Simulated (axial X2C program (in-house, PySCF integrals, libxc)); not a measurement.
**CoCN: the levels of the configuration d7 s1**

Which Ω levels does CoCN have in the configuration d7 s1, and how far apart?

The runs use an in-house X2C program for linear molecules on PySCF integrals; two-component X2C, average-of-configuration Hartree–Fock and CI in the open shells.

All values are calculated.

**1. The job**

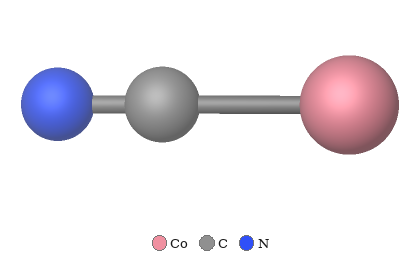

The atoms on one line, bonds 2.074 and 1.160 Å (cobalt pink, carbon grey, nitrogen blue).

Input file task.json:

```json
{
 "zs": [
  27,
  6,
  7
 ],
 "q": 0,
 "bas": [
  "dyall-v2z",
  "dyall-v2z",
  "dyall-v2z"
 ],
 "r0": 1.86,
 "metal": 0,
 "shells": [
  [
   2,
   [
    0,
    1,
    2
   ],
   7
  ],
  [
   0,
   [
    0
   ],
   1
  ]
 ],
 "fix": 0,
 "emax": 3.2,
 "nroots": 4,
 "r2": 1.16
}
```

Keys: zs atomic numbers; q charge; bas basis sets; r0 starting distance in Å; metal index of the metal atom; shells open shells as [l, |m| values, electrons]; fix electron count of the first shell held; emax energy window in eV; nroots roots for each Ω; r2 second bond in Å, held.

The run is started by

```bash
> python soci.py task.json out
```

Two-component X2C with atomic mean-field Coulomb and Gaunt terms, basis Co dyall-v2z, C dyall-v2z, N dyall-v2z (cores contracted in-house). Orbitals come from Hartree–Fock averaged over the configuration Co d7 s1; CI then distributes these electrons over the d, s shells of Co.

**2. CI at Co–C–N held linear, bonds 2.074 and 1.160 Å (the second held)**

Output:

```text
average of configuration d7 s1
basis functions 117  fitting functions 807
iter      average energy  largest gradient
   1      -1483.735926068   3.17e-01
   2      -1483.762006823   2.41e-03
   3      -1483.762086401   7.75e-04
   4      -1483.762088085   2.88e-04
   5      -1483.762089146   9.72e-05
   6      -1483.762089166   3.20e-05
   7      -1483.762089183   1.70e-05
converged
CI levels
2*Omega        energy/Eh    cm-1   g(par)  dipole/D  leading shell counts
   10     -1483.88676766        0  14.007   -5.103  {'7 1': 1.0}
    8     -1483.88529466      323  10.035   -5.103  {'7 1': 1.0}
    6     -1483.88376334      659   6.064   -5.104  {'7 1': 1.0}
    4     -1483.88216529     1010   2.114   -5.104  {'7 1': 1.0}
    0     -1483.88079138     1312   0.000   -5.126  {'7 1': 1.0}
    2     -1483.88069505     1333   2.051   -5.120  {'7 1': 1.0}
    2     -1483.88034985     1409   0.345   -5.110  {'7 1': 1.0}
    4     -1483.87992546     1502   7.192   -5.126  {'7 1': 1.0}
    6     -1483.87794906     1935   9.738   -5.121  {'7 1': 1.0}
    4     -1483.87629281     2299   6.398   -5.123  {'7 1': 1.0}
    0     -1483.87620619     2318   0.000   -5.122  {'7 1': 1.0}
    2     -1483.87618830     2322   3.068   -5.122  {'7 1': 1.0}
    8     -1483.87459184     2672  11.968   -5.110  {'7 1': 0.998}
    0     -1483.87412666     2774   0.000   -5.123  {'7 1': 1.0}
    2     -1483.87404480     2792   4.916   -5.123  {'7 1': 1.0}
    6     -1483.87275274     3076   8.203   -5.111  {'7 1': 0.999}
    4     -1483.87139656     3374   4.301   -5.111  {'7 1': 0.999}
    0     -1483.86985262     3712   0.000   -5.111  {'7 1': 0.999}
    0     -1483.86974901     3735   0.000   -5.111  {'7 1': 0.999}
    8     -1483.86041711     5783  10.009   -5.292  {'7 1': 0.975}
    6     -1483.85792319     6331   6.043   -5.286  {'7 1': 0.976}
    0     -1483.85582261     6792   0.000   -5.297  {'7 1': 0.978}
    0     -1483.84987506     8097   0.000   -5.244  {'7 1': 0.984}
    0     -1483.84830210     8442   0.000   -5.258  {'7 1': 0.983}
    8     -1483.79278033    20628   9.984   -5.239  {'7 1': 0.98}
   10     -1483.78435462    22477  11.994   -5.130  {'7 1': 1.0}
```

Dipoles in the output refer to the first atom as origin.

It took 0.39 s on 1 thread of Arm Neoverse V1, shared host; peak memory 0.25 GiB.

Active spinors (ω > 0; filled shells left out):

```tsv
shell	ω	ε (eV)	character
d	3/2	-12.14	100% Co d
d	5/2	-11.99	100% Co d
d	1/2	-11.87	99% Co d
d	3/2	-11.77	99% Co d
d	1/2	-11.36	95% Co d
s	1/2	-4.03	60% Co s, 34% Co p, 4% C p
```

The levels:

```tsv
Ω	energy (cm⁻¹)	g∥	μ (D)	configuration
5	0	14.01	-5.10	100% d7 s1
4	323	10.03	-5.10	100% d7 s1
3	659	6.06	-5.10	100% d7 s1
2	1010	2.11	-5.10	100% d7 s1
0	1312	0.00	-5.13	100% d7 s1
1	1333	2.05	-5.12	100% d7 s1
1	1409	0.34	-5.11	100% d7 s1
2	1502	7.19	-5.13	100% d7 s1
3	1935	9.74	-5.12	100% d7 s1
2	2299	6.40	-5.12	100% d7 s1
0	2318	0.00	-5.12	100% d7 s1
1	2322	3.07	-5.12	100% d7 s1
4	2672	11.97	-5.11	100% d7 s1
0	2774	0.00	-5.12	100% d7 s1
1	2792	4.92	-5.12	100% d7 s1
3	3076	8.20	-5.11	100% d7 s1
2	3374	4.30	-5.11	100% d7 s1
0	3712	0.00	-5.11	100% d7 s1
0	3735	0.00	-5.11	100% d7 s1
4	5783	10.01	-5.29	98% d7 s1
```

g∥ is the magnitude of 2⟨Lz + ge Sz⟩ for the +Ω component. μ is positive if the N end is positive.

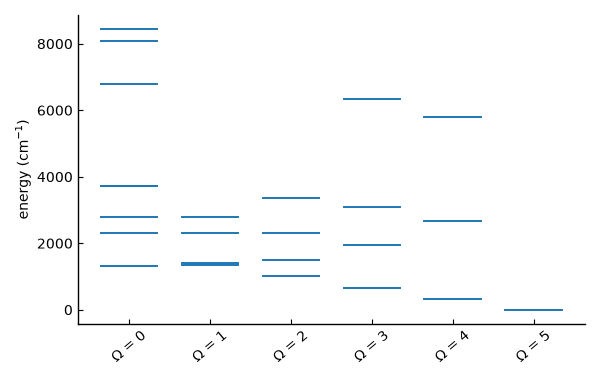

The lowest levels by Ω.

**3. The same at Co–C–N held linear, bonds 1.929 and 1.160 Å (the second held)**

```tsv
Ω	energy (cm⁻¹)	g∥	μ (D)	configuration
5	0	14.01	-4.23	100% d7 s1
4	328	10.02	-4.23	100% d7 s1
3	669	6.04	-4.23	100% d7 s1
2	1021	2.06	-4.23	100% d7 s1
0	1367	0.00	-4.27	100% d7 s1
1	1375	0.04	-4.24	100% d7 s1
1	1428	1.81	-4.26	100% d7 s1
2	1558	7.43	-4.27	100% d7 s1
3	2123	9.83	-4.26	100% d7 s1
2	2441	6.33	-4.26	100% d7 s1
```

**4. Curves along the Co–C bond, the other held**

The same input was run at the other distances (logs left out). Energies in cm⁻¹ from the lowest point; levels are followed by energy order within each Ω.

```tsv
R (Å)	(1)Ω=5	(1)Ω=4	(1)Ω=3	(1)Ω=2	(1)Ω=0	(1)Ω=1	(2)Ω=1
1.929	1152	1481	1821	2173	2519	2527	2580
2.001	254	580	919	1271	1599	1614	1673
2.074	0	323	659	1010	1312	1333	1409
2.157	306	625	958	1306	1570	1594	1705
2.240	1066	1381	1710	2054	2276	2300	2458
2.333	2288	2597	2920	3257	3431	3453	3669
2.447	4120	4420	4734	5055	5175	5194	5485
```

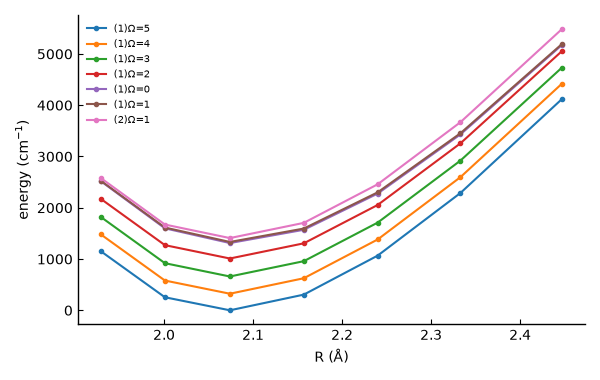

The lowest levels along the scan.

Constants where the minimum is well bracketed:

```tsv
level of the curve	Te (cm⁻¹)	Re (Å)	ωe (cm⁻¹)
(1)Ω=5	0	2.071	417.9
(1)Ω=4	323	2.072	417.3
(1)Ω=3	660	2.072	416.8
(1)Ω=2	1010	2.072	416.3
(1)Ω=0	1312	2.077	409.9
(1)Ω=1	1333	2.076	409.0
(2)Ω=1	1409	2.073	417.6
```

**5. What came out**

| quantity | value |
| --- | --- |
| lowest level of the model | Ω = 5, g∥ = 14.01, 100% d7 s1 |
| next level | Ω = 4, 323 cm⁻¹ higher |
| lowest curve, Re and ωe | 2.071 Å, 417.9 cm⁻¹ |

In words: In the lowest level ⟨Sz⟩ = 2.00 and ⟨Lz⟩ = 3.00; its leading determinant has weight 0.95 among 9. From 2.074 to 1.929 Å the gap from the lowest to the fifth level goes from 1312 to 1367 cm⁻¹. Without dynamic correlation distances can be off by several hundredths of an Å, and the wavenumbers are rough. There is no dynamic correlation: spin–orbit spacings and, for f shells, spacings inside one term are the most reliable numbers, splittings between terms come out too wide, and energies between configurations are not reliable, so the lowest level need not be the ground state of the molecule. For d shells the ligand-field splittings (σ, π, δ) and their order can be off by a thousand cm⁻¹ or more. At most 4 roots were kept for each Ω > 0 (twice that for Ω = 0) within 3.2 eV of the lowest, so higher up levels can be missing between those listed; levels with Ω > 0 are doubly degenerate and listed once, Ω = 0 levels singly. The molecule was held linear; bending was not examined.
